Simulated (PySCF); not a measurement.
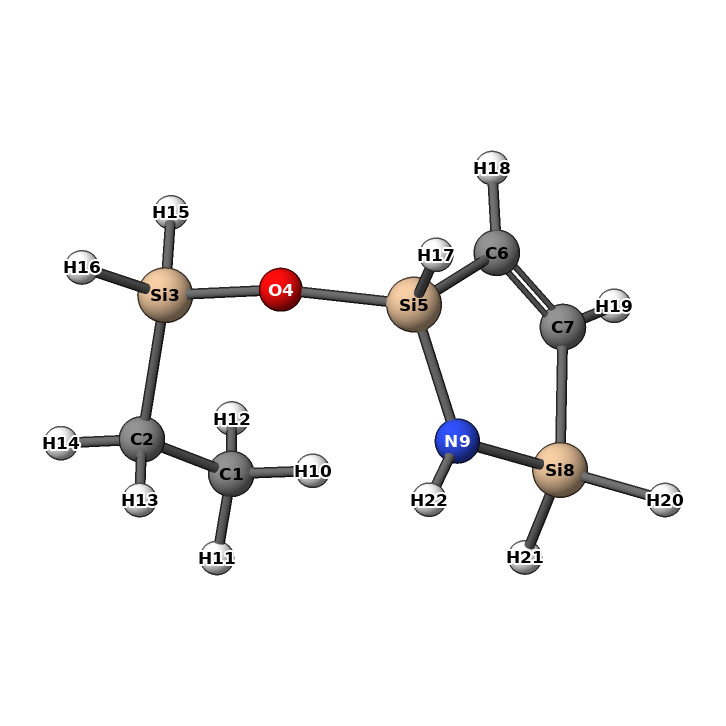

The questions are on isotropic NMR shieldings of the Si atoms. Computed geometry: GFN2-xTB optimisation. No frequency run is at hand to confirm it as a minimum. Properties computed with GIAO PBE0/pcSseg-1 NMR shielding, non-relativistic, gas phase (PySCF 2.14.0).

Give the isotropic NMR shieldings of the Si atoms atom by atom.

| atom | σ (ppm) |
| --- | --- |
| Si3 | 368.2 |
| Si5 | 377.5 |
| Si8 | 385.9 |

The geometry is semi-empirical. Around Si such bond lengths and angles can be off by a tenth of an ångström or more and by several degrees, and values that hang on the shape move with them.
